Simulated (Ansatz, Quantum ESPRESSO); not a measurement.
# Li3W (Fm-3m): zone-centre phonons

Aim: the zone-centre modes of Li3W (Fm-3m).

Calculated with Quantum ESPRESSO 7.5; DFT PBE, scalar-relativistic, plane waves, PseudoDojo norm-conserving pseudopotentials.

The structure was built from a prototype and need not be the compound's stable phase.

### 1. The structure

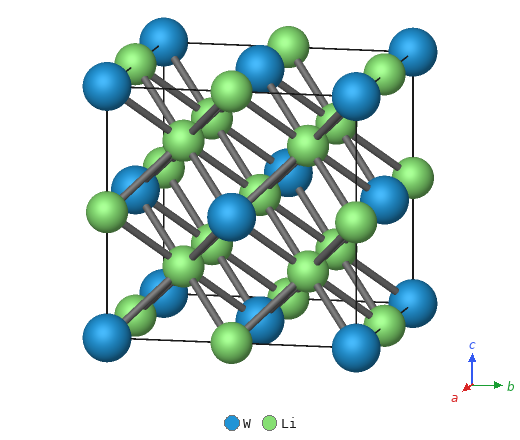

The cell as given, slightly off an axis (tungsten blue, lithium green). This picture shows the conventional cell, with its axes. Some periodic images of atoms are drawn too.

### 2. A first look

A cheap run with smearing and empty bands tells whether the crystal has a gap, which decides between fixed occupations and smearing later on.

probe.in reads:

```
&control
   calculation = 'scf'
   prefix = 'x'
   outdir = './tmp'
   pseudo_dir = './pseudo'
   tprnfor = .true.
   tstress = .true.
   verbosity = 'high'
/
&system
   ibrav = 0
   nat = 4
   ntyp = 2
   ecutwfc = 74.0
   occupations = 'smearing'
   smearing = 'gaussian'
   degauss = 0.01
/
&electrons
   conv_thr = 1.0d-07
   mixing_beta = 0.7
   electron_maxstep = 100
/
ATOMIC_SPECIES
 W     183.8400  W.upf
 Li      6.9400  Li.upf
CELL_PARAMETERS angstrom
    -3.356776950    0.000000000    3.356776950
     0.000000000    3.356776950    3.356776950
    -3.356776950    3.356776950    0.000000000
ATOMIC_POSITIONS crystal
 W      0.000000000   0.000000000   0.000000000
 Li     0.500000000   0.500000000   0.500000000
 Li     0.750000000   0.750000000   0.750000000
 Li     0.250000000   0.250000000   0.250000000
K_POINTS automatic
 6 6 6 0 0 0
```

Command:

```bash
$ OMP_NUM_THREADS=1 mpirun -n 4 pw.x -nk 4 -in probe.in > probe.out
```

What it wrote:

```text
[banners, grids, parts of the stress and lines that vanish by symmetry left out]
Program PWSCF v.7.5
     Message from routine setup:
     using ibrav=0 with symmetry is DISCOURAGED, use correct ibrav instead
[...]
kinetic-energy cutoff     =      74.0000  Ry
     charge density cutoff     =     296.0000  Ry
     scf convergence threshold =      1.0E-07
[...]
Exchange-correlation= PBE
                           (   1   4   3   4   0   0   0)
[...]
48 Sym. Ops., with inversion, found
[...]
(     0          1          0      )
                  (     0          0          1      )
[...]
(  0.0000000  1.0000000  0.0000000 )
                  ( -0.0000000 -0.0000000  1.0000000 )
[...]
(     1          0         -1      )
                  (     0          0         -1      )
[...]
(     0          1          0      )
[...]
( -1.0000000  0.0000000  0.0000000 )
                  (  0.0000000  1.0000000 -0.0000000 )
[...]
number of k points=    16  Gaussian smearing, width (Ry)=  0.0100
[...]
End of self-consistent calculation
[...]
the Fermi energy is     4.6923 ev
!    total energy              =    -194.58574922 Ry
[...]
convergence has been achieved in   7 iterations
[...]
atom    1 type  1   force =     0.00000000   -0.00000000    0.00000000
     atom    2 type  2   force =     0.00000000    0.00000000    0.00000000
     atom    3 type  2   force =     0.00000000    0.00000000   -0.00000000
     atom    4 type  2   force =     0.00000000    0.00000000    0.00000000
[...]
Total force =     0.000000     Total SCF correction =     0.000000
[...]
total   stress  (Ry/bohr**3)                   (kbar)     P=      -73.26
[...]
XML data file, charge density, pseudopotentials, collected wavefunctions

   JOB DONE.
```

It took 7.9 s on 4 MPI ranks of Arm Neoverse V1, shared host; 31 s of CPU time.

Numbers from this step:

- volume per atom: 18.91 Å³
- pressure: -7.326 GPa
- gap on the k-mesh: 0 eV

No gap opens on this mesh, so smearing is kept; the start stands at -7.3 GPa.

### 3. Relaxing the cell and atoms

The relaxation runs at a cutoff a fifth above that of the response, since stress converges more slowly with the basis than frequencies do. Forces and stress are brought to rest with tight thresholds.

relax.in reads:

```
&control
   calculation = 'vc-relax'
   prefix = 'x'
   outdir = './tmp'
   pseudo_dir = './pseudo'
   tprnfor = .true.
   tstress = .true.
   forc_conv_thr = 2.0d-05
   etot_conv_thr = 1.0d-07
   nstep = 40
/
&system
   ibrav = 0
   nat = 4
   ntyp = 2
   ecutwfc = 89
   occupations = 'smearing'
   smearing = 'mv'
   degauss = 0.02
/
&electrons
   conv_thr = 1.0d-11
   mixing_beta = 0.7
   electron_maxstep = 100
/
&ions
/
&cell
   press_conv_thr = 0.2
/
ATOMIC_SPECIES
 W     183.8400  W.upf
 Li      6.9400  Li.upf
CELL_PARAMETERS angstrom
    -3.356776950    0.000000000    3.356776950
     0.000000000    3.356776950    3.356776950
    -3.356776950    3.356776950    0.000000000
ATOMIC_POSITIONS crystal
 W      0.000000000   0.000000000   0.000000000
 Li     0.500000000   0.500000000   0.500000000
 Li     0.750000000   0.750000000   0.750000000
 Li     0.250000000   0.250000000   0.250000000
K_POINTS automatic
 8 8 8 0 0 0
```

Command:

```bash
$ OMP_NUM_THREADS=1 mpirun -n 4 pw.x -nk 4 -in relax.in > relax.out
```

What it wrote:

```text
[banners, grids, parts of the stress and lines that vanish by symmetry left out]
[banner, memory and clock lines left out]
Program PWSCF v.7.5

[...]
kinetic-energy cutoff     =      89.0000  Ry
     charge density cutoff     =     356.0000  Ry
     scf convergence threshold =      1.0E-11
[...]
energy convergence thresh.=      1.0E-07
     force convergence thresh. =      2.0E-05
     press convergence thresh. =      2.0E-01
     Exchange-correlation= PBE
                           (   1   4   3   4   0   0   0)
[...]
48 Sym. Ops., with inversion, found
[...]
number of k points=    29  Marzari-Vanderbilt smearing, width (Ry)=  0.0200
[...]
End of self-consistent calculation
[...]
the Fermi energy is     4.7088 ev
!    total energy              =    -194.58499477 Ry
[...]
convergence has been achieved in  11 iterations
[...]
atom    1 type  1   force =     0.00000000    0.00000000    0.00000000
     atom    2 type  2   force =     0.00000000   -0.00000000   -0.00000000
     atom    3 type  2   force =     0.00000000    0.00000000   -0.00000000
     atom    4 type  2   force =     0.00000000    0.00000000   -0.00000000
     Total force =     0.000000     Total SCF correction =     0.000000
[...]
total   stress  (Ry/bohr**3)                   (kbar)     P=      -73.22
[...]
number of bfgs steps    =   0
[...]
CELL_PARAMETERS (angstrom)
[...]
ATOMIC_POSITIONS (crystal)
W                0.0000000000        0.0000000000        0.0000000000
Li               0.5000000000        0.5000000000        0.5000000000
Li               0.7500000000        0.7500000000        0.7500000000
Li               0.2500000000        0.2500000000        0.2500000000
[...]
New effective cutoffs (rho, wfc):  364.92   91.25
[...]
End of self-consistent calculation
[...]
the Fermi energy is     4.9998 ev
!    total energy              =    -194.59402528 Ry
[...]
convergence has been achieved in   9 iterations
[...]
atom    1 type  1   force =    -0.00000000   -0.00000000    0.00000000
     atom    2 type  2   force =     0.00000000    0.00000000    0.00000000
     atom    3 type  2   force =    -0.00000000   -0.00000000    0.00000000
     atom    4 type  2   force =    -0.00000000   -0.00000000   -0.00000000
     Total force =     0.000000     Total SCF correction =     0.000000
[...]
total   stress  (Ry/bohr**3)                   (kbar)     P=      -67.70
[...]
number of bfgs steps    =   1
[...]
WARNING: bfgs curvature condition failed, Theta= 0.887
[...]
CELL_PARAMETERS (angstrom)
[...]
ATOMIC_POSITIONS (crystal)
[...]
New effective cutoffs (rho, wfc):  379.12   94.80
[...]
End of self-consistent calculation
[...]
the Fermi energy is     5.4645 ev
!    total energy              =    -194.60566166 Ry
[...]
convergence has been achieved in  10 iterations
[...]
atom    1 type  1   force =    -0.00000000   -0.00000000    0.00000000
     atom    2 type  2   force =     0.00000000    0.00000000   -0.00000000
     atom    3 type  2   force =     0.00000000    0.00000000    0.00000000
     atom    4 type  2   force =     0.00000000    0.00000000    0.00000000
     Total force =     0.000000     Total SCF correction =     0.000000
[...]
convergence has been achieved in  10 iterations
[...]
Total force =     0.000000     Total SCF correction =     0.000000
[...]
total   stress  (Ry/bohr**3)                   (kbar)     P=       12.65
[...]
number of bfgs steps    =   4
[...]
CELL_PARAMETERS (angstrom)
[...]
ATOMIC_POSITIONS (crystal)
[...]
New effective cutoffs (rho, wfc):  424.23  106.08
[...]
the Fermi energy is     6.9910 ev
!    total energy              =    -194.62195763 Ry
[...]
convergence has been achieved in   9 iterations
[...]
Total force =     0.000000     Total SCF correction =     0.000000
[...]
total   stress  (Ry/bohr**3)                   (kbar)     P=       -1.54
[...]
number of bfgs steps    =   5
[...]
CELL_PARAMETERS (angstrom)
[...]
ATOMIC_POSITIONS (crystal)
[...]
New effective cutoffs (rho, wfc):  425.14  106.30
[...]
the Fermi energy is     7.0225 ev
!    total energy              =    -194.62196449 Ry
[...]
convergence has been achieved in   7 iterations
[...]
Total force =     0.000000     Total SCF correction =     0.000000
[...]
total   stress  (Ry/bohr**3)                   (kbar)     P=       -0.06
[...]
number of bfgs steps    =   6
[...]
CELL_PARAMETERS (angstrom)
[...]
ATOMIC_POSITIONS (crystal)
[...]
New effective cutoffs (rho, wfc):  425.17  106.31
[...]
End of self-consistent calculation
[...]
the Fermi energy is     7.0237 ev
!    total energy              =    -194.62196450 Ry
[...]
convergence has been achieved in   5 iterations
[...]
atom    1 type  1   force =     0.00000000    0.00000000    0.00000000
     atom    2 type  2   force =     0.00000000   -0.00000000    0.00000000
     atom    3 type  2   force =     0.00000000    0.00000000   -0.00000000
     atom    4 type  2   force =    -0.00000000   -0.00000000    0.00000000
     Total force =     0.000000     Total SCF correction =     0.000000
[...]
total   stress  (Ry/bohr**3)                   (kbar)     P=       -0.00
[...]
bfgs converged in   8 scf cycles and   7 bfgs steps
[...]
End of BFGS Geometry Optimization
     Final enthalpy           =    -194.6219644975 Ry
     File ./tmp/x.bfgs deleted, as requested
[...]
CELL_PARAMETERS (angstrom)
[...]
ATOMIC_POSITIONS (crystal)
[...]
Li               0.7500000000        0.7500000000        0.7500000000
Li               0.2500000000        0.2500000000        0.2500000000
[...]
Final scf calculation at the relaxed structure.
[...]
kinetic-energy cutoff     =      89.0000  Ry
     charge density cutoff     =     356.0000  Ry
     scf convergence threshold =      1.0E-13
[...]
press convergence thresh. =      2.0E-01
     Exchange-correlation= PBE
                           (   1   4   3   4   0   0   0)
[...]
48 Sym. Ops., with inversion, found
[...]
number of k points=    29  Marzari-Vanderbilt smearing, width (Ry)=  0.0200
[...]
c_bands:  1 eigenvalues not converged
     c_bands:  1 eigenvalues not converged
[...]
End of self-consistent calculation
[...]
the Fermi energy is     7.0237 ev
!    total energy              =    -194.62192198 Ry
[...]
convergence has been achieved in  13 iterations
[...]
atom    1 type  1   force =     0.00000000   -0.00000000    0.00000000
     atom    2 type  2   force =     0.00000000    0.00000000   -0.00000000
     atom    3 type  2   force =    -0.00000000   -0.00000000    0.00000000
     atom    4 type  2   force =     0.00000000    0.00000000   -0.00000000
     Total force =     0.000000     Total SCF correction =     0.000000
[...]
total   stress  (Ry/bohr**3)                   (kbar)     P=       -0.03
[...]
XML data file, charge density, pseudopotentials, collected wavefunctions
```

Wall time 3.1 min (4 MPI ranks).

Step by step:

```
step  energy less that of the first step (eV)  largest force (eV/Å)  pressure (GPa)  volume (Å³)
   1                                   0.0000                0.0000           -7.32        75.65
   2                                  -0.1229                0.0000           -6.77        72.86
   3                                  -0.2812                0.0000           -5.68        68.81
   4                                  -0.4470                0.0000           -3.30        63.01
   5                                  -0.4973                0.0000            1.27        56.45
   6                                  -0.5029                0.0000           -0.15        58.13
   7                                  -0.5030                0.0000           -0.01        57.94
   8                                  -0.5030                0.0000            0.00        57.93
   9                                  -0.5024                0.0000            0.00        57.93
```

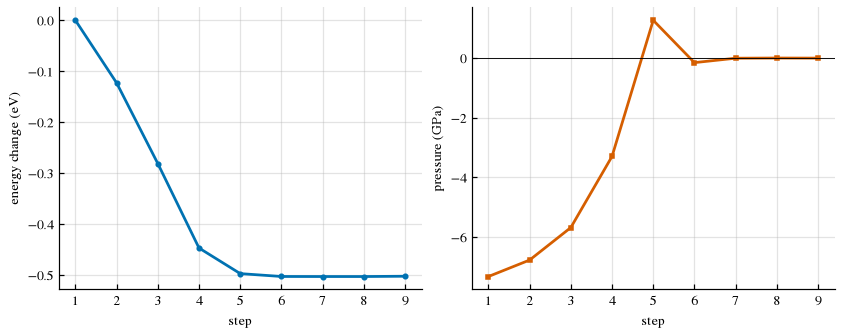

Energy and pressure along the relaxation.

```
conventional cell, symmetrised  before  after   change
                         a (Å)   6.714  6.142   -8.5 %
                         b (Å)   6.714  6.142   -8.5 %
                         c (Å)   6.714  6.142   -8.5 %
              volume (Å³/atom)   18.91  14.48  -23.4 %
```

The relaxed structure:

```cif
data_structure
_symmetry_space_group_name_H-M 'P 1'
_symmetry_Int_Tables_number 1
_cell_length_a 4.3433
_cell_length_b 4.3433
_cell_length_c 4.3433
_cell_angle_alpha 60.000
_cell_angle_beta 60.000
_cell_angle_gamma 60.000
_cell_volume 57.93
loop_
_atom_site_label
_atom_site_type_symbol
_atom_site_fract_x
_atom_site_fract_y
_atom_site_fract_z
_atom_site_occupancy
W1 W 0.00000 0.00000 0.00000 1
Li2 Li 0.50000 0.50000 0.50000 1
Li3 Li 0.75000 0.75000 0.75000 1
Li4 Li 0.25000 0.25000 0.25000 1
```

The last row of the table of steps is pw.x's closing run on a basis chosen anew for the final cell, so its energy can jump.

This step gave:

```
volume per atom : 14.48 Å³
pressure        : -0.003000 GPa
```

The volume changes by -23.4 % from the cell with which this run began.

### 4. Ground state

Perturbation theory inherits every error of the wavefunctions, so the threshold is set near the limit of the arithmetic. Smearing stays on, as the first look found no gap above 0.3 eV.

scf.in reads:

```
&control
   calculation = 'scf'
   prefix = 'x'
   outdir = './tmp'
   pseudo_dir = './pseudo'
   tprnfor = .true.
   tstress = .true.
/
&system
   ibrav = 0
   nat = 4
   ntyp = 2
   ecutwfc = 74.0
   occupations = 'smearing'
   smearing = 'mv'
   degauss = 0.02
/
&electrons
   conv_thr = 1.0d-12
   mixing_beta = 0.7
   electron_maxstep = 100
/
ATOMIC_SPECIES
 W     183.8400  W.upf
 Li      6.9400  Li.upf
CELL_PARAMETERS angstrom
    -3.071151892    0.000000000    3.071151892
     0.000000000    3.071151892    3.071151892
    -3.071151892    3.071151892    0.000000000
ATOMIC_POSITIONS crystal
 W      0.000000000   0.000000000   0.000000000
 Li     0.500000000   0.500000000   0.500000000
 Li     0.750000000   0.750000000   0.750000000
 Li     0.250000000   0.250000000   0.250000000
K_POINTS automatic
 8 8 8 0 0 0
```

Command:

```bash
$ OMP_NUM_THREADS=1 mpirun -n 4 pw.x -nk 4 -in scf.in > scf.out
```

What it wrote:

```text
[banners, grids, parts of the stress and lines that vanish by symmetry left out]
[banner, memory and clock lines left out]
Program PWSCF v.7.5

[...]
kinetic-energy cutoff     =      74.0000  Ry
     charge density cutoff     =     296.0000  Ry
     scf convergence threshold =      1.0E-12
[...]
Exchange-correlation= PBE
                           (   1   4   3   4   0   0   0)
[...]
48 Sym. Ops., with inversion, found
[...]
number of k points=    29  Marzari-Vanderbilt smearing, width (Ry)=  0.0200
[...]
End of self-consistent calculation
[...]
the Fermi energy is     7.0238 ev
!    total energy              =    -194.62182874 Ry
[...]
convergence has been achieved in  12 iterations
[...]
atom    1 type  1   force =    -0.00000000    0.00000000   -0.00000000
     atom    2 type  2   force =     0.00000000    0.00000000   -0.00000000
     atom    3 type  2   force =    -0.00000000   -0.00000000   -0.00000000
     atom    4 type  2   force =    -0.00000000   -0.00000000    0.00000000
     Total force =     0.000000     Total SCF correction =     0.000000
[...]
total   stress  (Ry/bohr**3)                   (kbar)     P=       -0.30
[...]
XML data file, charge density, pseudopotentials, collected wavefunctions
```

Run time: 14 s. Hardware: 4 MPI ranks.

Numbers from this step:

```yaml
pressure: -0.03 GPa
```

The cell stands at -0.03 GPa, close enough for phonons.

(Continued in part 2 of 3.)

[Host names and launcher messages were left out of these logs when they were recorded.]

[Logs are printed without paths, hosts, clocks, repeated set-up lines and the standing remarks that a program may print on its own settings, such as how far it seeks lower states.]

[Hosts, paths, dates, database ids (printed as entryN), source tags and the programs' standing remarks are cut or masked in the printed files.]
